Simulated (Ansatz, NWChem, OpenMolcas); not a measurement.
**Abstraction of H: BH3 + CHBrCl → BH2 + CH2BrCl**

Species: BH3 (borane) `B`, singlet; CHBrCl `Cl[CH]Br`, doublet; BH2 (boron dihydride) `[BH2]`, doublet; CH2BrCl `ClCBr`, singlet. A radical takes H: the energy is the difference in strength between the B–H bond broken and the C–H bond made.

Shapes, held fixed at every level: PBE0-D4/def2-TZVP. Programs: Ansatz 0.2.0, NWChem 7.3.0, OpenMolcas 26.06. A level may come from different programs for different species; with the same settings they agree closely. Electronic energies: no zero-point or thermal term.

```
                             level           kind  ΔE (kJ/mol)
                         HF/STO-3G   Hartree–Fock        +73.5
                          HF/3-21G   Hartree–Fock         -2.9
                       HF/def2-SVP   Hartree–Fock        +30.3
B3LYP/6-31G* (spherical functions)  global hybrid        +39.9
                     PBE0/def2-SVP  global hybrid        +35.1
```

PBE0/def2-SVP gives ΔE = +35.1 kJ/mol; the levels span -2.9 to +73.5. They disagree on the sign: 4 of 5 are positive. The median of the levels is +35.1. No measured value is set beside it here. Open shells run unrestricted. Relativity is left out for Br. Rows in sets without polarisation functions are far from converged.

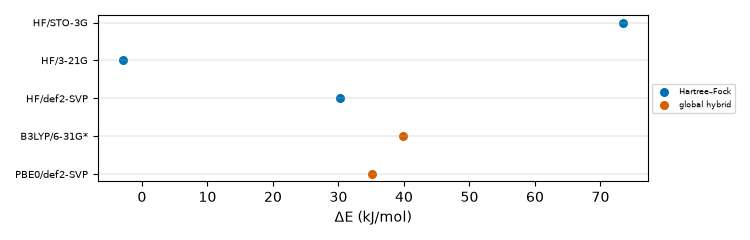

The values of the table, level by level.
